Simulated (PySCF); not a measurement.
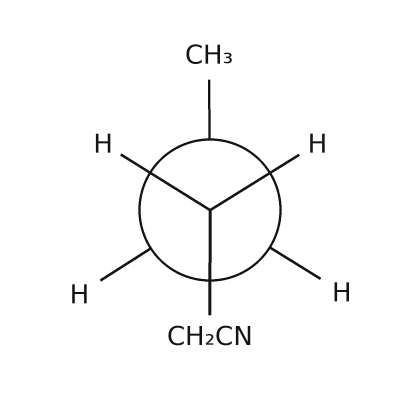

A Newman projection along the C–C bond, carbon in front; angles are drawn as computed, but eclipsed bonds slightly apart. The computed structure is the end point of a PBE0-D3(BJ)/def2-SVP optimisation. No frequency run is at hand to confirm it as a minimum.

Question: Which molecule is it?

Answer: C5H9N, CCCCC#N

Question: What is the torsion angle from the front CH2CN to the back CH3? The sign is positive where the front bond must turn clockwise to cover the back bond.

Answer: 180°, antiperiplanar (anti). The conformation about this bond is staggered.
